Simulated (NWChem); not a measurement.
**CH3FO (SMILES OCF): CCD/STO-6G**

What is the energy difference between two shapes of CH3FO at CCD/STO-6G? 

Program for the calculation: NWChem 7.3.0.

3 further runs of the same task are left out: 2 that didn't finish, 1 set aside as unsound or not needed.

### 1 The system as given

CH3FO: 6 atoms, total charge 0, spin state singlet. SMILES: `OCF`. The coordinates come from a PBE0-D4/def2-TZVP relaxation. This is one conformer, not always the lowest.

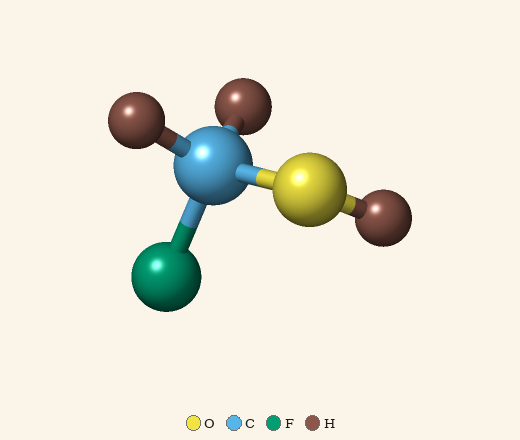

Viewed from a chosen angle; oxygen yellow, carbon blue, fluorine teal, hydrogen brown.

### 2 The energy at CCD/STO-6G

mymol.nw

```
start mymol
title "CH3FO"
memory total 2200 mb
charge 0

geometry units angstrom noautosym nocenter noautoz
   O       -0.794000      -0.697200      -0.247400
   C        0.250200       0.049000       0.230800
   F       -0.094100       1.383200       0.323800
   H       -0.928700      -0.495100      -1.178000
   H        1.136800       0.004900      -0.412500
   H        0.472100      -0.308800       1.237300
end

basis spherical
   * library STO-6G
end

scf
   maxiter 60
   direct
end

tce
   scf
   ccd
   freeze core 3
   maxiter 100
end

task tce energy
```

On the command line:

```
nwchem mymol.nw > mymol.out
```

Log:

```text
[...]
  functions       =    18
[...]
  wavefunction    = RHF
[...]
         Total SCF energy =   -213.016756286242
      One-electron energy =   -454.027481094567
      Two-electron energy =    161.570393881465
 Nuclear repulsion energy =     79.440330926860
        Time for solution =      3.4s
[...]
         Wavefunction type : Restricted Hartree-Fock
          No. of electrons :    26
[...]
         Spin multiplicity : singlet
[...]
```

Run time: 5.4 s. Hardware: 1 thread of Intel Xeon Platinum 8259CL at 2.50GHz (Skylake/Cascade Lake), shared host; peak memory 0.1 GiB.

### 3 The distorted shape

run.py

```python
from ase import Atoms
from ase.calculators.nwchem import NWChem

mol = Atoms(['O', 'C', 'F', 'H', 'H', 'H'], positions=[
    [-0.786437, -0.691570, -0.222863],
    [0.257066, 0.049916, 0.276298],
    [-0.072101, 1.369271, 0.308167],
    [-0.954835, -0.498485, -1.161012],
    [1.113234, 0.003499, -0.421941],
    [0.463161, -0.308794, 1.224765],
])

calc = NWChem(
    label='struct',
    theory='tce',
    memory='2200 mb',
    basis='STO-6G',
    basispar='spherical',
    scf={'nopen': '0', 'rhf': None, 'maxiter': '60', 'direct': None},
    tce={'scf': None, 'ccd': None, 'freeze': 'core 3', 'maxiter': '100'},
    task='energy',
)
mol.calc = calc

print(f"energy = {mol.get_potential_energy():.6f} eV")
```

On the command line:

```
export ASE_NWCHEM_COMMAND="nwchem PREFIX.nwi > PREFIX.nwo"
python run.py
```

Log:

```text
energy = -5799.798426 eV
```

The calculator wrote struct.nwi:

```
title "struct"

permanent_dir struct

scratch_dir struct

start struct

geometry units angstrom nocenter noautosym noautoz
  O  -7.8643700000000005e-01 -6.9157000000000002e-01 -2.2286300000000001e-01
  C  2.5706600000000002e-01 4.9916000000000002e-02 2.7629799999999999e-01
  F  -7.2100999999999998e-02 1.3692709999999999e+00 3.0816700000000002e-01
  H  -9.5483499999999999e-01 -4.9848500000000001e-01 -1.1610119999999999e+00
  H  1.1132340000000001e+00 3.4989999999999999e-03 -4.2194100000000001e-01
  H  4.6316099999999999e-01 -3.0879400000000001e-01 1.2247650000000001e+00
end

memory 2200 mb

basis spherical noprint
   * library STO-6G
end

scf
  nopen 0
  rhf
  maxiter 60
  direct
end
tce
  scf
  ccd
  freeze core 3
  maxiter 100
end

task tce energy
```

struct.nwo, shortened:

```text
[...]
         Total SCF energy =   -213.010132564590
      One-electron energy =   -455.237998271553
      Two-electron energy =    162.153478672935
 Nuclear repulsion energy =     80.074387034028
[... 3 lines left out ...]
             Final eigenvalues
[... 22 lines left out ...]
                       ROHF Final Molecular Orbital Analysis
[...]
```

Run time: 6 s. Hardware: 1 thread of Intel Xeon Platinum 8259CL at 2.50GHz (Skylake/Cascade Lake), shared host; peak memory 0.098 GiB.

### 4 What came out

At CCD/STO-6G, 3 core orbitals frozen:

```
                                                    quantity          value
                                   first shape: total energy  -213.14784 Eh
            first shape: HOMO energy (Hartree–Fock orbitals)      -10.57 eV
            first shape: LUMO energy (Hartree–Fock orbitals)       15.41 eV
          first shape: HOMO–LUMO gap (Hartree–Fock orbitals)       25.98 eV
    first shape: correlation energy (3 core orbitals frozen)     -131.1 mEh
                               distorted shape: total energy  -213.13866 Eh
        distorted shape: HOMO energy (Hartree–Fock orbitals)      -10.37 eV
        distorted shape: LUMO energy (Hartree–Fock orbitals)       15.01 eV
      distorted shape: HOMO–LUMO gap (Hartree–Fock orbitals)       25.38 eV
distorted shape: correlation energy (3 core orbitals frozen)     -128.5 mEh
                      energy change with the atoms displaced       0.250 eV
```

With the atoms displaced the energy rises by 0.25 eV (24.1 kJ/mol). The first shape isn't relaxed at this level, so the change isn't measured from a minimum. The minimal basis adds a large error of its own. Mulliken charges (first shape) run from -0.33 on O1 to +0.21 on H4. Mulliken charges (distorted shape) run from -0.33 on O1 to +0.21 on H4.
